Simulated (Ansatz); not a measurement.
# InH2F (SMILES [F][InH2]): levels of theory compared

Aim: a comparison of 6 runs (PBE/STO-3G, UPBE/STO-3G, r2SCAN0/STO-3G, wB97X/STO-3G, MP2/STO-3G, CCSDT(Q)/STO-3G) of InH2F. 

The calculation is run with Ansatz 0.2.0.

57 further runs of the same task are left out: 3 that didn't finish, 54 set aside as unsound or not needed.

## Step 1: Starting point

InH2F: 4 atoms, total charge 0, spin state singlet. As SMILES, `[F][InH2]`. The In2–F1 distance was set to 3.922 Å, away from the relaxed value. At this shape a bond of the SMILES string is far longer than usual.

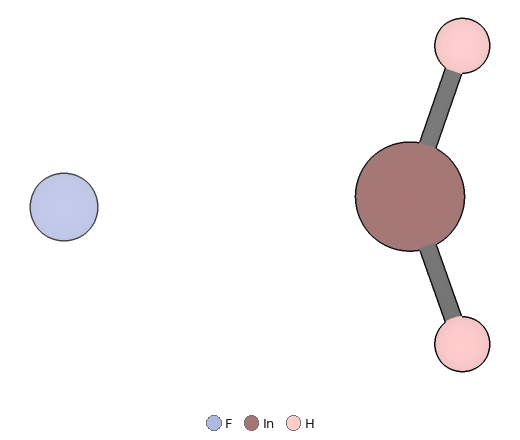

Viewed from a chosen angle; fluorine light blue, indium brown, hydrogen pink.

## Step 2: The energy at PBE/STO-3G (run 1)

File in.yaml:

```yaml
crystal:
  periodic: [false, false, false]
  atoms:
    - {symbol: F, position_ang: [-3.458005, -1.311102, 0.403501]}
    - {symbol: In, position_ang: [0.194400, 0.052300, -0.026300]}
    - {symbol: H, position_ang: [1.304300, -0.965100, 0.767900]}
    - {symbol: H, position_ang: [0.188600, 1.481900, -0.950400]}
basis:
  gaussian: {orbitals: STO-3G}
hamiltonian: {xc: {name: PBE}}
accuracy: high
```

On the command line:

```bash
ansatz run in.yaml --threads 1 --pin off --max-ram 2610MiB --events-out events.jsonl --progress --plain --runs-dir runs
```

The program printed:

```text
Warning: RAYON_NUM_THREADS=1 ignored (pool sized by the plan → 1); use --threads N
Functional definition: PBE
  name "PBE"
  parameter kappa = 0.804
  parameter beta = 0.06672455060314922
  exchange = pbe_x(kappa = kappa, mu = beta*pi^2/3)
  correlation = pbe_c(beta = beta)
581 factors; integrals over basis functions are off by at most 3.3e-8 eV
mean field evaluation 1: about -157361.6213 eV, gradient 4.1e1 eV
mean field evaluation 2: about -157029.2181 eV, gradient 1.6e1 eV
mean field evaluation 4: about -157220.7178 eV, gradient 1.4e2 eV
mean field evaluation 8: about -157377.2186 eV, gradient 7.6e-1 eV
mean field evaluation 16: about -157377.2067 eV, gradient 3.4e-9 eV
mean field evaluation 32: about -157377.1964 eV, gradient 1.1e-1 eV
mean field evaluation 64: about -157368.7336 eV, gradient 6.5e0 eV
mean field evaluation 96: about -157377.1844 eV, gradient 8.7e-2 eV
mean field -157377.20674925 eV, -5783.5056739329 hartree, gradient 4.2e-9 eV, S^2 0.000000; 9 other end points of the search recorded, 0 dependent functions left out
reference -157377.20675100 eV, -5783.5056739970 hartree; 30, 30 occupied and 4, 4 virtual orbitals, 581 factors
Total energy: -157377.20675100 eV, -5783.5056739970 hartree
```

Wall time 4.5 s (1 thread of Arm Neoverse V2, shared host); peak memory 0.098 GiB.

## Step 3: The energy at UPBE/STO-3G (run 2)

File input.yaml:

```yaml
crystal:
  periodic: [false, false, false]
  atoms:
    - {symbol: F, position_ang: [-3.458005, -1.311102, 0.403501]}
    - {symbol: In, position_ang: [0.194400, 0.052300, -0.026300]}
    - {symbol: H, position_ang: [1.304300, -0.965100, 0.767900]}
    - {symbol: H, position_ang: [0.188600, 1.481900, -0.950400]}
basis:
  gaussian: {orbitals: STO-3G}
magnetization: {spin_polarized: true}
hamiltonian: {xc: pbe}
accuracy: high
```

On the command line:

```bash
ansatz run input.yaml --threads 1 --pin off --max-ram 2610MiB --events-out events.jsonl --progress --plain --runs-dir runs
```

The program printed, cut to the lines that bear on the results:

```text
Warning: RAYON_NUM_THREADS=1 ignored (pool sized by the plan → 1); use --threads N
Functional definition: PBE
  name "PBE"
[...]
581 factors; integrals over basis functions are off by at most 3.3e-8 eV
[...]
mean field -157377.95492565 eV, -5783.5331689083 hartree, gradient 3.6e-8 eV, S^2 0.870900; 11 other end points of the search recorded, 0 dependent functions left out
reference -157377.95492745 eV, -5783.5331689747 hartree; 30, 30 occupied and 4, 4 virtual orbitals, 581 factors
Total energy: -157377.95492745 eV, -5783.5331689747 hartree
```

It took 9.9 s on 1 thread of Arm Neoverse V2, shared host; peak memory 0.13 GiB.

Runs 3 to 5 aren't shown in full; the table further down has their settings and results.

## Step 4: The energy at CCSDT(Q)/STO-3G (run 6)

File molecule.yaml:

```yaml
crystal:
  periodic: [false, false, false]
  atoms:
    - {symbol: F, position_ang: [-3.458005, -1.311102, 0.403501]}
    - {symbol: In, position_ang: [0.194400, 0.052300, -0.026300]}
    - {symbol: H, position_ang: [1.304300, -0.965100, 0.767900]}
    - {symbol: H, position_ang: [0.188600, 1.481900, -0.950400]}
basis:
  gaussian: {orbitals: STO-3G}
correlation: {method: ccsdt_q, frozen_orbitals: {F: 1, H: 0, In: 18}}
accuracy: high
scf: {omitted_lower_state_checks: [cluster_reference, increment]}
```

On the command line:

```bash
ansatz run molecule.yaml --threads 1 --pin off --max-ram 2610MiB --events-out events.jsonl --progress --plain --runs-dir runs
```

The program printed:

```text
Warning: RAYON_NUM_THREADS=1 ignored (pool sized by the plan → 1); use --threads N
[... 14 lines left out ...]
19 core orbitals not correlated: weight in the atoms' cores, before any rotation towards them, 1.000 or more for the frozen orbitals, at most 0.000 for the correlated occupied ones
[... 81 lines left out ...]
WARN: these amplitudes may be one of several solutions (largest doubles amplitude 1.02, level shift 14.00 eV)
Total energy: -157335.77929886 eV, -5781.9832432116 hartree
Checks for a lower state left out: cluster_reference, increment
```

Wall time 1.5 s (1 thread of Arm Neoverse V2, shared host); peak memory 0.089 GiB.

## Step 5: Overview of the runs

```csv
run,level,frozen core orbitals,energy (Eh),wall time
1,PBE/STO-3G,–,-5783.505674,4.5 s
2,UPBE/STO-3G,–,-5783.533169,9.9 s
3,r2SCAN0/STO-3G,–,-5784.428675,5.4 s
4,wB97X/STO-3G,–,-5784.295293,6 s
5,MP2/STO-3G,19,-5781.907369,0.99 s
6,CCSDT(Q)/STO-3G,19,-5781.983243,1.5 s
```

## Step 6: Summary of results

| quantity | value |
| --- | --- |
| run 6: total energy | -5781.98324 Eh |
| run 6: correlation energy (19 core orbitals frozen) | -253.6 mEh |
| run 6: T1 diagnostic | 0.071 |

Totals of different functionals can't be ranked against each other. In runs 5, 6 the log says that unrestricted orbitals would lower the reference, so the values rest on an unstable closed-shell determinant (other closed-shell runs at this shape may share the fault). In runs 1, 2, 3, 4, 5, 6 the basis is minimal, so the values are rough. In runs 1, 2, 3, 4, 5, 6 relativity is left out where basis or elements ask for it. Spin contamination of the reference: run 2 ⟨S²⟩ = 0.87. Where it is this large, the reference is a mixture of spin states, and values that rest on it are in doubt. All runs together took 28 s, the longest 9.9 s.
